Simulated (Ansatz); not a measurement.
# C$_{2}$H$_{8}$BN···H$_{2}$: what the fields show

Input file:

```
crystal:
  periodic: [false, false, false]
  atoms:
    - { symbol: B, position_ang: [0.002204, 0.123234, 0.107467] }
    - { symbol: "N", position_ang: [-0.027661, 0.342268, 1.567078] }
    - { symbol: H, position_ang: [-0.884194, 0.363683, 2.109145] }
    - { symbol: H, position_ang: [0.80969, 0.45886, 2.125678] }
    - { symbol: C, position_ang: [1.391964, 0.113778, -0.641497] }
    - { symbol: H, position_ang: [1.532938, -0.852321, -1.160178] }
    - { symbol: H, position_ang: [1.400489, 0.880098, -1.43759] }
    - { symbol: H, position_ang: [2.26897, 0.281583, 0.005043] }
    - { symbol: C, position_ang: [-1.379246, -0.0188, -0.657183] }
    - { symbol: H, position_ang: [-1.952725, -0.89332, -0.304839] }
    - { symbol: H, position_ang: [-2.013929, 0.865132, -0.467435] }
    - { symbol: H, position_ang: [-1.263717, -0.114707, -1.74774] }
    - { symbol: H, position_ang: [0.119817, -2.249265, 0.484454] }
    - { symbol: H, position_ang: [0.109, -1.875724, 1.096497] }
basis:
  gaussian: { orbitals: def2-SVP }
hamiltonian:
  xc: b3lyp
  dispersion: d4
relax:
  f_tol: 0.03
  max_steps: 50
output:
  orbitals: {}
```

Launched as:

```sh
ansatz run input.yaml --threads 2 --pin off --max-ram 3072MiB --backend cpu --events-out ev --progress --plain --runs-dir out
```

The fields are those of the run's last geometry, not of the input's.

These are results of RKS B3LYP-D4/def2-SVP (Ansatz), not measurements.

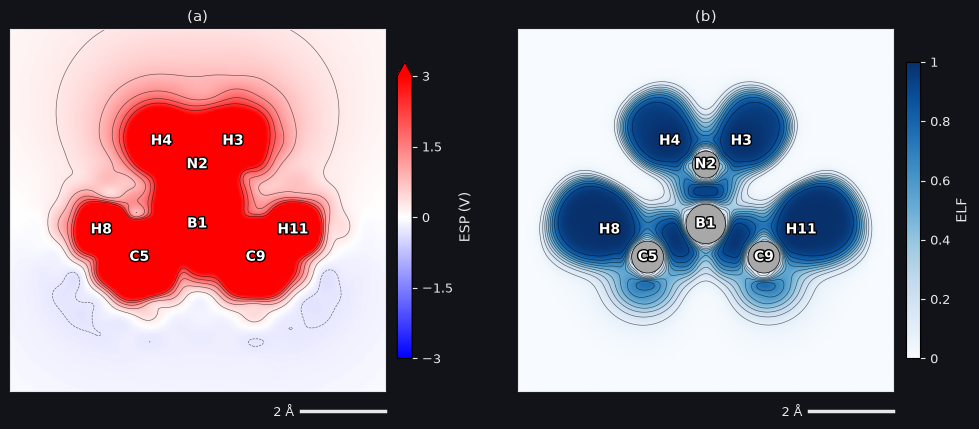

Figure 1. (a) molecular electrostatic potential; (b) ELF on the plane of atoms H3, N2 and H4. Grey discs cover the atomic cores in the ELF map.

> What does the map show?

The section cuts through B, N, H and C sites.
B–N (1.40 Å): the ELF peaks at about 0.90 between the atoms, as expected for a short, strongly polar bond.
C–B (1.59 Å): the ELF peaks at about 1 between the atoms: localised, covalent bonding.
N–H (1.01 Å): the ELF climbs to about 1 towards the hydrogen, as it does in any bond to H; an ordinary covalent bond to hydrogen.
C–H (1.10 Å): the ELF climbs to about 1 towards the hydrogen (an ordinary covalent bond to hydrogen).
Outside the dense part of the complex the potential is most negative (−0.4 V) near H8 and H11.

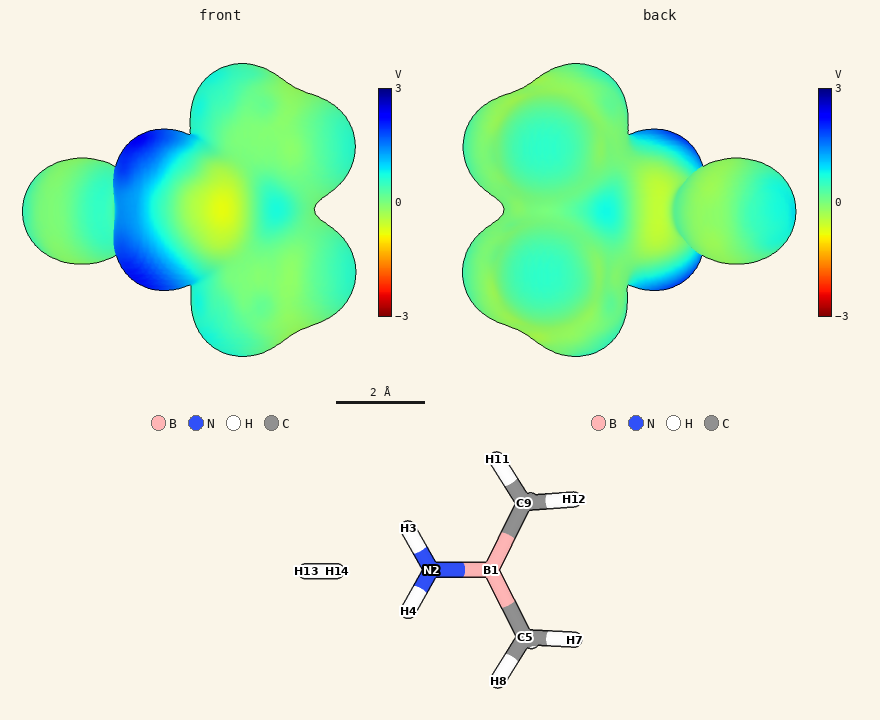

Figure 2. The molecular electrostatic potential painted on the density surface at 0.004 e/bohr³, seen from the front and from behind; red is negative and blue positive. The bare structure is drawn below in the same view.

> Describe the electrostatic potential map.

The most negative region (about −0.7 V) lies over N2, the most positive (about +2.2 V) over H3 and H4.

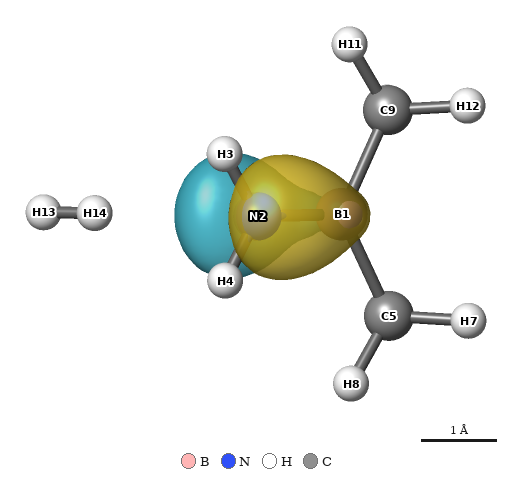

Figure 3. The HOMO at ±0.2 Å⁻³ᐟ² (yellow and cyan are the two phases), seen across its widest extent.

> Where does this orbital lie, and at what energy?

Its weight (Hirshfeld) is mainly on N2 (about 65 %) and B1 (about 15 %). Its energy is −7.72 eV.

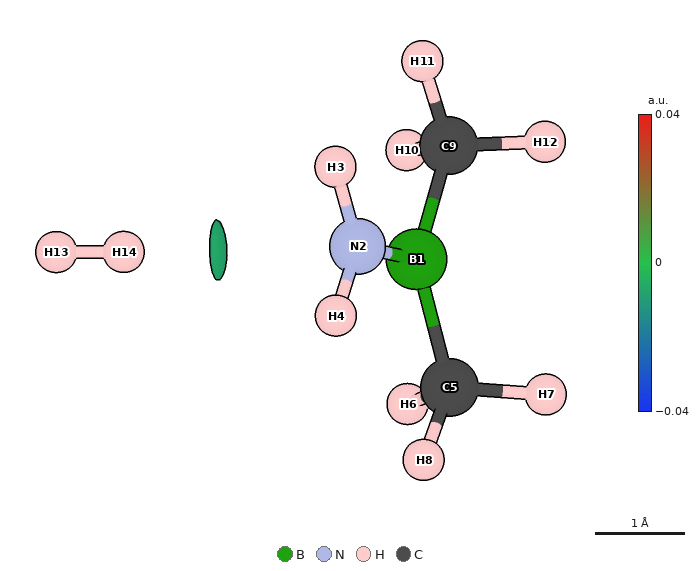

Figure 4. Non-covalent interaction (NCI) plot: the surface where the reduced density gradient is 0.5, for densities under 0.05 a.u., coloured by sign(λ₂)ρ; seen at a tilt.

> What holds or crowds the atoms apart from the covalent bonds?

Between H14 on one side and N2 on the other: a weak contact (green).
